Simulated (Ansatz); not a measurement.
# P2H2 (phosphanylidenephosphane): CCSDTQ/STO-3G

What is the vertical singlet–triplet gap of P2H2 (phosphanylidenephosphane) at CCSDTQ/STO-3G? 

Program for the calculation: Ansatz 0.2.0.

34 further runs of the same task are left out: 34 set aside as unsound or not needed.

**1. Starting point**

P2H2 has 4 atoms, charge 0, and is taken as a singlet. As SMILES, `[H]/P=P/[H]`. The shape is that of a GFN2-xTB optimisation.

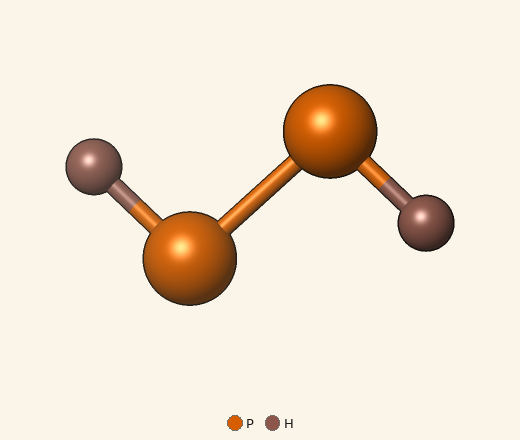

Viewed from a chosen angle; phosphorus orange, hydrogen brown.

**2. A single-point energy at CCSDTQ/STO-3G**

Contents of run.yaml:

```yaml
crystal:
  periodic: [false, false, false]
  atoms:
    - {symbol: P, position_ang: [-0.024370, -1.003630, 0.088350]}
    - {symbol: P, position_ang: [0.024420, 1.003540, -0.088260]}
    - {symbol: H, position_ang: [1.037260, -1.067570, 1.003320]}
    - {symbol: H, position_ang: [-1.037310, 1.067660, -1.003410]}
basis:
  gaussian:
    orbitals: STO-3G
correlation:
  method: ccsdtq
  frozen_orbitals: {H: 0, P: 5}
accuracy: high
scf:
  omitted_lower_state_checks: [cluster_reference, increment]
```

Launch:

```
$ ansatz run run.yaml --threads 1 --pin off --max-ram 2610MiB --events-out events.jsonl --progress --plain --runs-dir runs
```

The program printed, cut to the lines that bear on the results:

```text
Warning: RAYON_NUM_THREADS=1 ignored (pool sized by the plan → 1); use --threads N
Functional definition: HF
  name "HF"
[...]
346 factors; integrals over basis functions are off by at most 4.4e-9 eV
[...]
mean field -18365.51522616 eV, -674.9202359682 hartree, gradient 1.0e-8 eV, S^2 0.000000; 0 other end points of the search recorded, 0 dependent functions left out; unrestricted orbitals would lower it
10 core orbitals not correlated: weight in the atoms' cores, before any rotation towards them, 1.000 or more for the frozen orbitals, at most 0.000 for the correlated occupied ones
reference -18365.51522616 eV, -674.9202359682 hartree; 6, 6 occupied and 4, 4 virtual orbitals, 346 factors
second order -2.82335598 eV of doubles, -0.00000000 eV of singles
cycle   1  -3.18437854 eV  change   -4.8e-1 eV  update   7.8e-2
[...]
cycle  22  -3.59007515 eV  change   5.0e-10 eV  update  3.9e-10
WARN: these amplitudes may be one of several solutions (largest doubles amplitude 0.30, level shift 0.76 eV)
Total energy: -18369.10530132 eV, -675.0521687966 hartree
Checks for a lower state left out: cluster_reference, increment
```

It took 1.4 s on 1 thread of Arm Neoverse V2, shared host.

**3. The triplet, same level**

Contents of input.yaml:

```yaml
basis:
  gaussian:
    orbitals: STO-3G
crystal:
  periodic: [false, false, false]
  atoms:
    - {symbol: P, position_ang: [-0.024370, -1.003630, 0.088350]}
    - {symbol: P, position_ang: [0.024420, 1.003540, -0.088260]}
    - {symbol: H, position_ang: [1.037260, -1.067570, 1.003320]}
    - {symbol: H, position_ang: [-1.037310, 1.067660, -1.003410]}
magnetization:
  spin_polarized: true
  initial_magnetization: 2
correlation:
  method: ccsdtq
  frozen_orbitals: {H: 0, P: 5}
accuracy: high
scf:
  omitted_lower_state_checks: [cluster_reference, increment]
```

Launch:

```
$ ansatz run input.yaml --threads 1 --pin off --max-ram 2610MiB --events-out events.jsonl --progress --plain --runs-dir runs
```

The program printed, cut to the lines that bear on the results:

```text
Warning: RAYON_NUM_THREADS=1 ignored (pool sized by the plan → 1); use --threads N
[... 2 set-up lines as earlier in the session ...]
[...]
346 factors; integrals over basis functions are off by at most 4.4e-9 eV
[...]
mean field -18365.04600117 eV, -674.9029922676 hartree, gradient 3.0e-8 eV, S^2 2.008822; 2 other end points of the search recorded, 0 dependent functions left out
10 core orbitals not correlated: weight in the atoms' cores, before any rotation towards them, 1.000 or more for the frozen orbitals, at most 0.000 for the correlated occupied ones
reference -18365.04600117 eV, -674.9029922676 hartree; 7, 5 occupied and 3, 5 virtual orbitals, 346 factors
second order -1.11957121 eV of doubles, -0.00000000 eV of singles
cycle   1  -1.46996011 eV  change   -3.5e-1 eV  update   5.2e-2
[...]
cycle  28  -1.69860375 eV  change  -4.3e-10 eV  update  9.2e-10
Total energy: -18366.74460492 eV, -674.9654148040 hartree
Checks for a lower state left out: cluster_reference, increment
```

Wall time 16 s (1 thread of Arm Neoverse V2, shared host); peak memory 0.19 GiB.

**4. Summary of results**

Level: CCSDTQ/STO-3G, 10 core orbitals frozen.

| quantity | value |
| --- | --- |
| singlet: total energy | -675.05217 Eh |
| singlet: correlation energy (10 core orbitals frozen) | -131.9 mEh |
| singlet: T1 diagnostic | 0.006 |
| triplet: total energy | -674.96541 Eh |
| triplet: correlation energy (10 core orbitals frozen) | -62.4 mEh |
| triplet: ⟨S²⟩ of the reference determinant | 2.009 |
| triplet: T1 diagnostic | 0.005 |
| vertical energy of the triplet above the singlet | 2.361 eV |

In words: At this shape the triplet lies 2.36 eV (54 kcal/mol) above the singlet. In a minimal basis such a difference can be off by several eV, whatever the method. The restricted solution (singlet) is unstable to spin breaking: an unrestricted one lies lower.
